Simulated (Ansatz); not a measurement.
Phonon calculation of Si2H8O

System: Si2H8O, SMILES [SiH4].[SiH3]O.
Method: RKS PBE0-D4/def2-TZVP (Ansatz 0.2.0).

The geometry comes from this level: PBE0-D4/def2-TZVP. Figures and captions count atoms from 1; the log counts them from 0 in places.

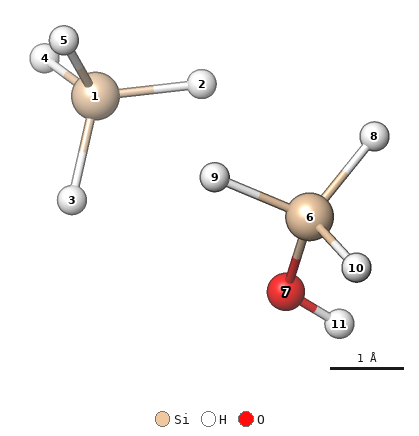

Fig. 1: The structure (ball-and-stick view, seen at a tilt; atoms are numbered from 1 in the order of the input). Bond lengths as drawn: H–O 0.96 Å, H–Si 1.48 to 1.49 Å and O–Si 1.65 Å.

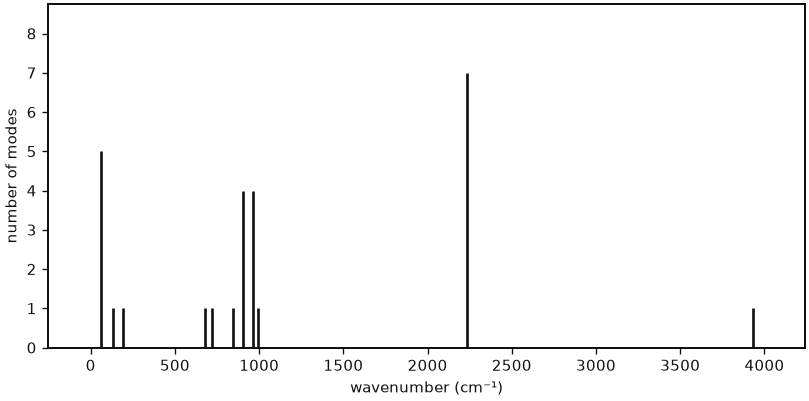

Fig. 2: Harmonic vibrational wavenumbers from the force constants; neighbouring modes closer than 18 cm⁻¹ are counted in one stick. 27 modes from 43 to 3931 cm⁻¹, none imaginary.

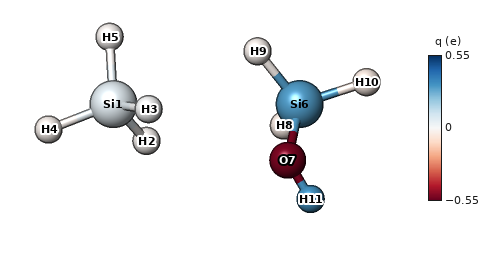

Fig. 3: Mulliken charges, as the colour of each atom (ball-and-stick view, seen at a tilt; atoms are numbered from 1 in the order of the input). By element: Si +0.05 to +0.31, H −0.04 to +0.32 and O −0.52 e.

The input and output of the run follow.

## The input
```yaml
crystal:
  periodic: [false, false, false]
  atoms:
    - {symbol: Si, position_ang: [-0.024270, -0.081261, -2.200050]}
    - {symbol: H, position_ang: [-0.078734, -1.204868, -1.230684]}
    - {symbol: H, position_ang: [-0.844151, 1.051033, -1.705488]}
    - {symbol: H, position_ang: [-0.548408, -0.542629, -3.511719]}
    - {symbol: H, position_ang: [1.385697, 0.355652, -2.365365]}
    - {symbol: Si, position_ang: [0.410656, 0.102519, 1.804454]}
    - {symbol: O, position_ang: [-1.195486, 0.282598, 1.484497]}
    - {symbol: H, position_ang: [0.819606, -1.328543, 1.791759]}
    - {symbol: H, position_ang: [1.121671, 0.837698, 0.732602]}
    - {symbol: H, position_ang: [0.773427, 0.674744, 3.130183]}
    - {symbol: H, position_ang: [-1.819909, -0.146943, 2.069710]}
basis:
  gaussian: {orbitals: def2-TZVP}
hamiltonian: {xc: pbe0, dispersion: d4}
phonons: {temperatures: {t_min: 298.15, t_max: 900, t_step: 200}}
```

Command:
```bash
ansatz run in.yaml --threads 4 --pin off --events-out ev --progress --plain --max-ram 9574MiB
```

## The program's output
```
Functional definition: PBE0
  name "PBE0"
  cite "Adamo & Barone, J. Chem. Phys. 110, 6158 (1999) doi:10.1063/1.478522"
  cite "Perdew, Burke & Ernzerhof, Phys. Rev. Lett. 77, 3865 (1996) doi:10.1103/PhysRevLett.77.3865"
  parent pbe
  parameter a = 0.25
  parameter kappa = 0.804
  parameter beta = 0.06672455060314922
  exchange = (1 - a)*pbe_x(kappa = kappa, mu = beta*pi^2/3) + a*exact_x
  correlation = pbe_c(beta = beta)
1039 factors; their error is unknown
mean field evaluation 1: about -17921.0720 eV, gradient 5.1e1 eV
mean field evaluation 2: about -17913.5299 eV, gradient 8.2e1 eV
mean field evaluation 4: about -17925.2528 eV, gradient 1.4e0 eV
mean field evaluation 8: about -17925.3261 eV, gradient 1.9e-1 eV
mean field -17925.32616607 eV, -658.7435863806 hartree, gradient 4.1e-5 eV, S^2 0.000000; 0 other end points of the search recorded, 0 dependent functions left out
the calculation of the forces begins
reference -17925.32620372 eV, -658.7435877642 hartree; 22, 22 occupied and 131, 131 virtual orbitals, 1039 factors
these checks for a lower state are left out or cut short: stability, starts, cluster_reference, orbital_swaps, neighbouring_geometries, increment
1039 factors; their error is unknown
mean field evaluation 16: about -17925.2568 eV, gradient 2.2e-1 eV
mean field -17925.32607575 eV, -658.7435830615 hartree, gradient 1.6e-6 eV, S^2 0.000000; 0 other end points of the search recorded, 0 dependent functions left out
[... from here on the field's lines of each further geometry are left out, up to the last ...]
the calculation of the forces begins
reference -17925.32614566 eV, -658.7435856306 hartree; 22, 22 occupied and 131, 131 virtual orbitals, 1039 factors
these checks for a lower state are left out or cut short: stability, starts, cluster_reference, orbital_swaps, neighbouring_geometries, increment
1039 factors; their error is unknown
mean field -17925.32609941 eV, -658.7435839308 hartree, gradient 1.5e-6 eV, S^2 0.000000; 0 other end points of the search recorded, 0 dependent functions left out
the calculation of the forces begins
reference -17925.32613705 eV, -658.7435853142 hartree; 22, 22 occupied and 131, 131 virtual orbitals, 1039 factors
WARN: phonons: 3 modes above zero are rigid motions of the cell's bodies and no vibrations: the zero-point energy, free energy, entropy and heat capacity leave them out. With what each would have added to F at 898 K, by the weight of its row in the mesh: 0.30 cm⁻¹ (-0.591 eV; rigid weight 1.000, of which rotation 0.949), 1.10 cm⁻¹ (-0.491 eV; rigid weight 1.000, of which rotation 0.999), 1.98 cm⁻¹ (-0.445 eV; rigid weight 1.000, of which rotation 1.000). A body is a set of atoms that hang together within twice the van der Waals contact; here: 11 atoms, out of reach of every periodic image. What nothing holds moves and turns at no cost, which is at zero frequency: what stands here is left by the forces on the atoms, the periodic images, the SCF threshold and the grid, and changes its size and its sign with the last two. The forces' share comes down as the geometry is relaxed further. 6 modes above zero would be rigid motions if what is in doubt were free, and are counted in the zero-point energy, free energy, entropy and heat capacity. With what each adds to F at 898 K, by the weight of its row in the mesh: 43.28 cm⁻¹ (-0.207 eV; rigid weight 1.000, of which rotation 0.905), 48.60 cm⁻¹ (-0.198 eV; rigid weight 1.000, of which rotation 0.417), 51.78 cm⁻¹ (-0.193 eV; rigid weight 1.000, of which rotation 0.603), 66.58 cm⁻¹ (-0.173 eV; rigid weight 1.000, of which rotation 0.974), 80.96 cm⁻¹ (-0.158 eV; rigid weight 0.995, of which rotation 0.963), 129.67 cm⁻¹ (-0.121 eV; rigid weight 0.970, of which rotation 0.937). The body of 11 atoms, out of reach of every periodic image, is 2 pieces, each of atoms that hang together within van der Waals contact, which lie beyond contact and within twice that of one another (atoms 0 and 5, taken in the periodic images in which they do not hang together, stand 4.03 Å apart and are out of reach from 8.04 Å). If the pieces are bound to each other, these are vibrations of the whole and the sums are right; if not, set them further apart, from one another and from their images. Atoms are counted from 0 in the run's list of atoms, and not in a supercell that the run derives from it; the header of the second-order force-constant file, where the run writes one, gives the list as its `site` lines. If the cell is meant as a crystal, declare phonons.rigid_motions: translations: the three translations of the whole cell alone are then left out, and nothing is said of the modes in doubt. The least rigid weight left out is 0.99994 and the largest kept is 0.00003.
Total energy: -17925.46741129 eV, -658.7487770465 hartree
Atom 0 at    -0.024270    -0.081261    -2.200050 Å, force     0.000338     0.000462     0.000081 eV/Å
Atom 1 at    -0.078734    -1.204868    -1.230684 Å, force    -0.000088     0.000200    -0.000130 eV/Å
Atom 2 at    -0.844151     1.051033    -1.705488 Å, force    -0.000010    -0.000365    -0.000189 eV/Å
Atom 3 at    -0.548408    -0.542629    -3.511719 Å, force     0.000071     0.000041     0.000309 eV/Å
Atom 4 at     1.385697     0.355652    -2.365365 Å, force    -0.000342    -0.000289    -0.000052 eV/Å
Atom 5 at     0.410656     0.102519     1.804454 Å, force     0.001001    -0.000041     0.000534 eV/Å
Atom 6 at    -1.195486     0.282598     1.484497 Å, force    -0.001340     0.000089    -0.000255 eV/Å
Atom 7 at     0.819606    -1.328543     1.791759 Å, force    -0.000059     0.000189    -0.000101 eV/Å
Atom 8 at     1.121671     0.837698     0.732602 Å, force    -0.000034    -0.000193     0.000068 eV/Å
Atom 9 at     0.773427     0.674744     3.130183 Å, force    -0.000046    -0.000102    -0.000151 eV/Å
Atom 10 at    -1.819909    -0.146943     2.069710 Å, force     0.000509     0.000009    -0.000113 eV/Å
Dipole moment:    -0.107746    -0.144731     0.248630 e Å
Vibrations: 43.28 48.60 51.78 66.58 80.96 129.67 189.70 678.88 717.58 847.00 901.48 905.28 907.94 909.67 947.75 964.67 966.75 970.57 992.49 2210.16 2215.29 2232.48 2238.87 2241.87 2253.79 2254.96 3930.88 cm⁻¹, zero-point energy 1.915490 eV
```

## Results in brief

| quantity | value |
| --- | --- |
| outcome | converged |
| total energy | −17925.4674 eV |
| mean-field energy | −17925.3262 eV |
| dispersion energy | −0.1412 eV |
| largest force (length of the vector) | 0.001 eV/Å |
| dipole moment | 1.48 D |
| hardware | 4 threads of Arm Neoverse N1, 15 GiB of memory available, shared host |
| wall time | 1.8 min (CPU time 6.7 min) |
| peak memory | 0.51 GiB |
